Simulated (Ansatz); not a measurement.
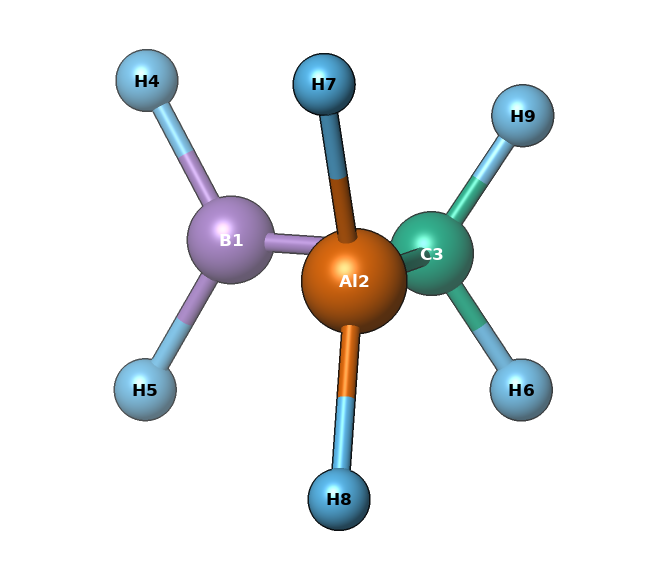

C3 lies behind Al2. The molecule seen a little off the Al2–C3 bond, Al2 in front. Distant atoms are faded towards the background colour. The computed structure is the end point of a PBE0-D4/def2-TZVP optimisation. No frequency run is at hand to confirm it as a minimum.

Question: What is the torsion angle H7–Al2–C3–B1? The sign is positive where the front bond must turn clockwise to cover the back bond.

Answer: −89°, about perpendicular.
